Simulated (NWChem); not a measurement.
# C2H3F3 (1,1,2-trifluoroethane): levels of theory compared

Aim: a comparison of 3 runs (HF/STO-3G, HF/def2-SVP, wB97X/STO-3G) of C2H3F3 (1,1,2-trifluoroethane). 

The results are computed with NWChem 7.3.0.

## 1. The system as given

C2H3F3 has 8 atoms, charge 0, and is taken as a singlet. As SMILES, `FCC(F)F`. The coordinates come from a PBE0-D4/def2-TZVP relaxation. This is one conformer, not always the lowest.

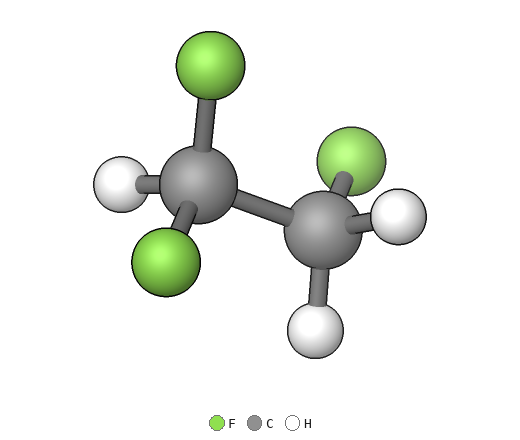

The structure, seen from a chosen angle (fluorine green, carbon grey, hydrogen white).

## 2. Energy and forces at HF/STO-3G (run 1)

File mol.nw:

```
start mol
title "C2H3F3"
memory 2200 mb

geometry units angstroms noautosym nocenter noautoz
 F       -1.142800      -0.681000       1.163100
 C       -0.188200       0.195100       0.711800
 C        0.172900      -0.152400      -0.711300
 F        0.824200      -1.335800      -0.756500
 F        1.011700       0.803600      -1.182200
 H        0.701700       0.118900       1.342500
 H       -0.588500       1.211500       0.747300
 H       -0.698800      -0.217000      -1.370500
end

basis spherical bse
 F library STO-3G
 C library STO-3G
 H library STO-3G
end

scf
 thresh 1e-08
 maxiter 80
 print medium
end

task scf gradient
```

Started as:

```bash
nwchem mol.nw > mol.out
```

Log:

```text
[...]
  functions       =    28
[...]
  wavefunction    = RHF
[...]
         Total SCF energy =   -370.653118392901
      One-electron energy =   -899.326872398498
      Two-electron energy =    337.313954558539
 Nuclear repulsion energy =    191.359799447058
        Time for solution =      1.1s
[...]
                         RHF ENERGY GRADIENTS
    atom               coordinates                        gradient
                 x          y          z           x          y          z
   1 F      -2.159579  -1.286903   2.197940    0.014269   0.012125  -0.009709
   2 C      -0.355646   0.368686   1.345107    0.018383  -0.006866  -0.036255
   3 C       0.326734  -0.287994  -1.344162   -0.002976  -0.001750   0.028773
   4 F       1.557512  -2.524296  -1.429578   -0.017195   0.032494   0.000732
   5 F       1.911836   1.518584  -2.234034   -0.020622  -0.023279   0.015354
   6 H       1.326021   0.224688   2.536957   -0.004905  -0.004551  -0.000758
   7 H      -1.112104   2.289403   1.412192   -0.003598  -0.006481  -0.000879
   8 H      -1.320541  -0.410071  -2.589869    0.016646  -0.001692   0.002742
[...]
```

It took 2 s on 1 thread of Intel Xeon Platinum 8488C (Sapphire Rapids), shared host; peak memory 0.096 GiB.

## 3. Energy and forces at HF/def2-SVP (run 2)

File run.py:

```python
from ase import Atoms
from ase.calculators.nwchem import NWChem

atoms = Atoms(['F', 'C', 'C', 'F', 'F', 'H', 'H', 'H'], positions=[
    [-1.142800, -0.681000, 1.163100],
    [-0.188200, 0.195100, 0.711800],
    [0.172900, -0.152400, -0.711300],
    [0.824200, -1.335800, -0.756500],
    [1.011700, 0.803600, -1.182200],
    [0.701700, 0.118900, 1.342500],
    [-0.588500, 1.211500, 0.747300],
    [-0.698800, -0.217000, -1.370500],
])

calc = NWChem(
    label='geom',
    theory='scf',
    memory='2200 mb',
    basis='def2-SVP',
    basispar='spherical bse',
    scf={'nopen': '0', 'rhf': None, 'thresh': '1e-08', 'maxiter': '80'},
)
atoms.calc = calc

forces = atoms.get_forces()
print("Total energy (eV):", round(atoms.get_potential_energy(), 6))
print("forces (eV/A):")
for s, f in zip(atoms.symbols, forces):
    print(f"{s:2s} {f[0]:10.5f} {f[1]:10.5f} {f[2]:10.5f}")
print("dipole (e A):", atoms.get_dipole_moment().round(4))
```

Started as:

```bash
export ASE_NWCHEM_COMMAND="nwchem PREFIX.nwi > PREFIX.nwo"
python run.py
```

Log:

```text
Total energy (eV): -10217.639174
forces (eV/A):
F     0.59320    0.51880   -0.34376
C    -0.32005   -0.32144    0.20841
C     0.60560   -0.22405   -0.38207
F    -0.42649    0.91449    0.04325
F    -0.59830   -0.74336    0.38772
H    -0.17622    0.01111   -0.10315
H     0.06058   -0.19227    0.00596
H     0.26174    0.03666    0.18363
dipole (e A): [-0.1473  0.337   0.0458]
```

The calculator wrote geom.nwi:

```
title "geom"

permanent_dir geom

scratch_dir geom

start geom

geometry units angstrom nocenter noautosym noautoz
  F  -1.1428000000000000e+00 -6.8100000000000005e-01 1.1631000000000000e+00
  C  -1.8820000000000001e-01 1.9510000000000000e-01 7.1179999999999999e-01
  C  1.7290000000000000e-01 -1.5240000000000001e-01 -7.1130000000000004e-01
  F  8.2420000000000004e-01 -1.3358000000000001e+00 -7.5649999999999995e-01
  F  1.0117000000000000e+00 8.0359999999999998e-01 -1.1821999999999999e+00
  H  7.0169999999999999e-01 1.1890000000000001e-01 1.3425000000000000e+00
  H  -5.8850000000000002e-01 1.2115000000000000e+00 7.4729999999999996e-01
  H  -6.9879999999999998e-01 -2.1700000000000000e-01 -1.3705000000000001e+00
end

memory 2200 mb

basis spherical bse noprint
   * library def2-SVP
end

scf
  nopen 0
  rhf
  thresh 1e-08
  maxiter 80
end

task scf gradient
```

geom.nwo, cut to the lines that bear on the results:

```text
[...]
      One-electron energy =   -901.885756109906
[... 1 line left out ...]
 Nuclear repulsion energy =    191.359799447057
[... 39 lines left out ...]
                       ROHF Final Molecular Orbital Analysis
[... 216 lines left out ...]
     1   1 0 0     -0.278385      0.000000     10.507821
[...]
  wavefunction    =   RHF
                         RHF ENERGY GRADIENTS
    atom               coordinates                        gradient
                 x          y          z           x          y          z
   1 F      -2.159579  -1.286903   2.197940   -0.011536  -0.010089   0.006685
   2 C      -0.355646   0.368686   1.345107    0.006224   0.006251  -0.004053
   3 C       0.326734  -0.287994  -1.344162   -0.011777   0.004357   0.007430
[... 4 lines of this table left out ...]
   8 H      -1.320541  -0.410071  -2.589869   -0.005090  -0.000713  -0.003571
[...]
```

Wall time 10 s (1 thread of Intel Xeon Platinum 8488C (Sapphire Rapids), shared host); peak memory 0.1 GiB.

## 4. Energy and forces at wB97X/STO-3G (run 3)

File c2h3f3.nw:

```
start c2h3f3
memory stack 880 mb heap 220 mb global 1100 mb

geometry units bohr noautosym nocenter noautoz
  F  -2.15957902 -1.28690349  2.19794046
  C  -0.35564646  0.36868557  1.34510706
  C   0.32673365 -0.28799426 -1.34416219
  F   1.55751227 -2.52429616 -1.42957781
  F   1.91183592  1.51858391 -2.23403422
  H   1.32602082  0.22468844  2.53695732
  H  -1.11210382  2.28940320  1.41219233
  H  -1.32054062 -0.41007057 -2.58986965
end

basis spherical bse
  * library STO-3G
end

dft
  xc wb97x
  grid xfine
  convergence energy 1e-08
  maxiter 100
  mulliken
  noprint "final vectors analysis"
end

task dft gradient
```

Started as:

```bash
nwchem c2h3f3.nw > c2h3f3.out
```

Log:

```text
[...]
          Wavefunction type:  closed shell.
          No. of atoms     :     8
          No. of electrons :    42
[...]
          Charge           :     0
          Spin multiplicity:     1
[...]
          AO basis - number of functions:    28
[...]
              XC Information
              --------------
                       wb97x  Method XC Functional
                     Hartree-Fock (Exact) Exchange  1.000
                         wb97x Exchange Functional  1.000
                      wb97x Correlation Functional  1.000
[...]
 d= 0,ls=0.0,diis     1   -371.9394474640 -5.63D+02  6.27D-02  1.30D+00     2.3
[...]
 d= 0,ls=0.0,diis     8   -372.1751936389 -1.89D-09  1.60D-06  1.67D-09    15.6
         Total DFT energy =     -372.175193638893
      One electron energy =     -899.268310706203
           Coulomb energy =      379.387971877421
    Exchange-Corr. energy =      -43.654640460073
 Nuclear repulsion energy =      191.359785649963
[...]
      Total Density - Mulliken Population Analysis
     ---------------------------------------------
    Atom       Charge   Shell Charges
 -----------   ------   -------------------------------------------------------
    1 F    9     9.11   2.00  1.95  5.16
    2 C    6     6.05   1.99  1.19  2.88
    3 C    6     5.85   1.99  1.16  2.69
    4 F    9     9.11   2.00  1.95  5.17
    5 F    9     9.12   2.00  1.95  5.17
    6 H    1     0.92   0.92
    7 H    1     0.92   0.92
    8 H    1     0.93   0.93
[...]
  wavefunction    = closed shell
[...]
                         DFT ENERGY GRADIENTS
    atom               coordinates                        gradient
                 x          y          z           x          y          z
   1 F      -2.159579  -1.286903   2.197940    0.028708   0.025524  -0.016655
   2 C      -0.355646   0.368686   1.345107    0.016583  -0.008125  -0.032671
   3 C       0.326734  -0.287994  -1.344162    0.000552  -0.003596   0.023137
   4 F       1.557512  -2.524296  -1.429578   -0.025257   0.052165   0.000303
   5 F       1.911836   1.518584  -2.234034   -0.033299  -0.040860   0.022967
   6 H       1.326021   0.224688   2.536957   -0.016227  -0.004990  -0.006791
   7 H      -1.112104   2.289403   1.412192   -0.000376  -0.019209  -0.000760
   8 H      -1.320541  -0.410071  -2.589870    0.029314  -0.000908   0.010470
[...]
```

It took 20 s on 1 thread of Intel Xeon Platinum 8488C (Sapphire Rapids), shared host; peak memory 0.13 GiB.

## 5. Overview of the runs

| run | level | iteration cap | module | energy (Eh) | dipole moment (D) | HOMO energy (eV) | LUMO energy (eV) | wall time |
| --- | --- | --- | --- | --- | --- | --- | --- | --- |
| 1 | HF/STO-3G | 80 | scf | -370.653118 | 1.03 | -10.49 | 13.77 | 2 s |
| 2 | HF/def2-SVP | 80 | scf | -375.491317 | 1.78 | -14.23 | 5.11 | 10 s |
| 3 | wB97X/STO-3G | 100 | dft | -372.175194 | 0.79 | – | – | 20 s |

## 6. Outcome

```
                       quantity          value
            run 3: total energy  -372.17519 Eh
           run 3: dipole moment         0.79 D
run 3: largest force on an atom     2.980 eV/Å
```

What this shows: The dipole moment (its size) runs from 0.79 D (wB97X/STO-3G) to 1.78 D (HF/def2-SVP). The two ends differ in method and basis. In runs 1, 3 the basis is minimal, so the values are rough. All runs together took 32 s, the longest 20 s.
